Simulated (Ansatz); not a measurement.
Input

```
crystal:
  periodic: [false, false, false]
  atoms:
    - {symbol: C, position_ang: [-0.184789, 0.108790, 0.651271]}
    - {symbol: C, position_ang: [0.890844, -0.982225, 0.628915]}
    - {symbol: F, position_ang: [3.074541, -2.323027, -0.922460]}
    - {symbol: Ge, position_ang: [1.892820, -1.029888, -1.053349]}
    - {symbol: H, position_ang: [0.249649, 1.113602, 0.520173]}
    - {symbol: H, position_ang: [-0.731748, 0.112896, 1.607890]}
    - {symbol: H, position_ang: [-0.929339, -0.035127, -0.149039]}
    - {symbol: H, position_ang: [0.448022, -1.980993, 0.775372]}
    - {symbol: H, position_ang: [1.621248, -0.837957, 1.441798]}
    - {symbol: H, position_ang: [2.699022, 0.263188, -1.302415]}
    - {symbol: H, position_ang: [1.003880, -1.383331, -2.265336]}
basis:
  gaussian:
    orbitals: def2-TZVPD
hamiltonian:
  xc: pbe0
output:
  forces: true
  orbitals: {seedname: orbitals}
```

Command:

```sh
ansatz run input.yaml --threads 2 --pin off --max-ram 4350MiB --events-out events.jsonl --progress --plain --runs-dir runs
```

Geometry: B3LYP-D3(BJ)/def2-SVP.

Method: isolated molecule in a Gaussian basis; Kohn-Sham density functional theory, functional PBE0 (Ansatz).

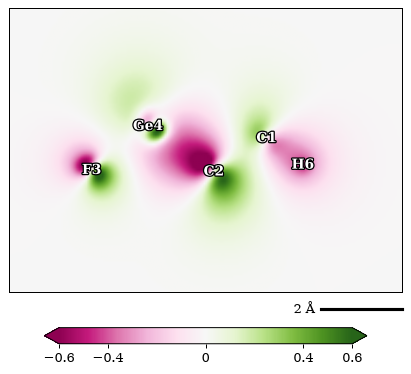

C2H7FGe (SMILES C[CH2][GeH2][F]). The HOMO on the plane of atoms C2, C1 and H6 (values in Å⁻³ᐟ²; the overall sign is arbitrary).

### Describe this orbital and give its energy.

By Hirshfeld shares it lies mainly on C2 (about 30 %), Ge4 (about 25 %), C1 (about 10 %), F3 (about 10 %) and H6 (about 5 %). Its energy is −8.53 eV.
